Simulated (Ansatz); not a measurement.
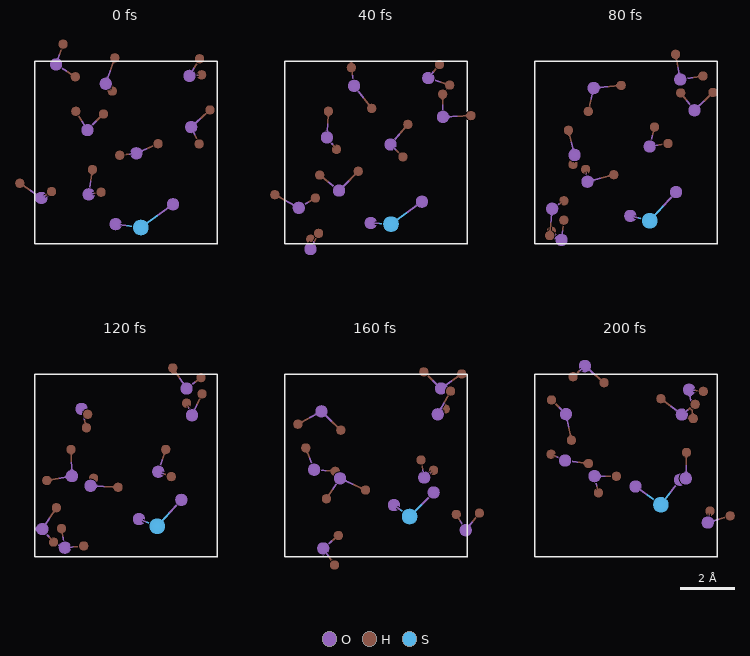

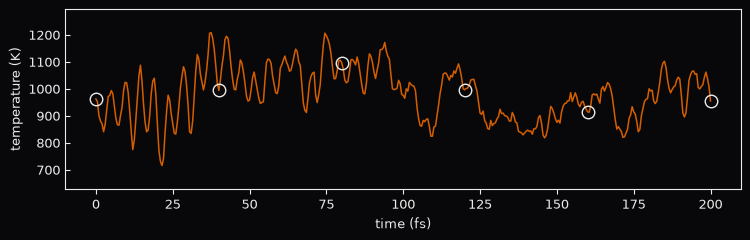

First-principles dynamics of a periodic cell with 8 H2O + 1 SO2 at 1.101 g/cm³, 200 fs long. It starts from the last geometry of an earlier run, with fresh velocities. Frames and the history of the run. Style: ball-and-stick. Shown: the simulation cell, along the c axis. Atoms that leave the cell re-enter on the other side.

The calculation used DFT PBE-D3(BJ), scalar-relativistic, plane waves, PAW in Ansatz 0.2.0. Run with plane-wave cutoff 420 eV; k-point mesh 1 × 1 × 1; Fermi-Dirac smearing 0.02 eV; Langevin thermostat (NVT); set temperature 1000 K; time step 0.5 fs; friction 0.005 per fs.

What do the frames and curves show?

Answer. Over the second half the temperature averages 945 K (spread ±73 K). The potential energy in the second half lies on average 2.1 meV per atom above the first frame. Root-mean-square distances from the starting positions over the second half, with the common drift of all atoms taken out: H 1.85 Å, O 1.35 Å, S 1.11 Å. The molecules turn and drift from their places.

Limits of the set-up: the periodic images lie only 6.8 Å apart, so the values are limited by the cell's size.

The run took 12 min on 1 thread of Arm Neoverse V1, with other jobs on the host, peak memory 0.37 GiB.
